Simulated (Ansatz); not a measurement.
## A family of molecules: the HOMO–LUMO gap

One atom is swapped for its congeners: SiH2(CH3)F; SiH2(CH3)Cl ((chlorosilyl)methane); SiH2(CH3)Br. All are singlets with charge 0.

Shapes, held fixed at every level: PBE0-D4/def2-TZVP. Programs: Ansatz 0.2.0. Values in eV.

```
                level  SiH2(CH3)F  SiH2(CH3)Cl  SiH2(CH3)Br
    PBE-D4/def2-TZVPP        7.43         6.95         6.22
 r2SCAN-D4/def2-TZVPP        8.26         7.74         6.95
   PBE0-D4/def2-TZVPP        9.73         9.21         8.39
r2SCAN0-D4/def2-TZVPP       10.26         9.71         8.85
   wB97M-V/def2-TZVPP       13.68        13.17        12.40
   wB97X-V/def2-TZVPP       14.20        13.67        12.83
```

At wB97X-V/def2-TZVPP the HOMO–LUMO gap falls at every step, from 14.20 to 12.83 eV. Every level shows the same order. Relativity is left out for Br unless named. Orbital gaps aren't excitation energies, and the LUMO depends on the basis.

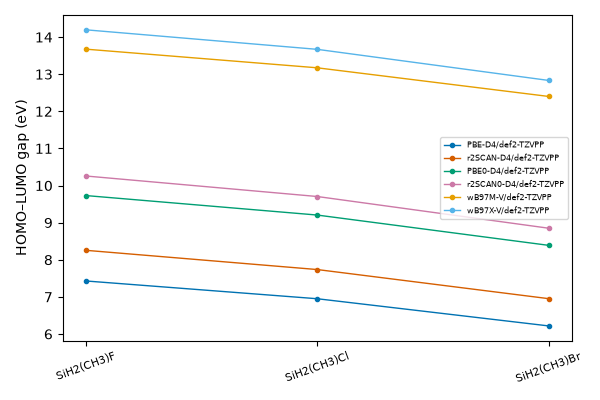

The trend along the series, level by level.
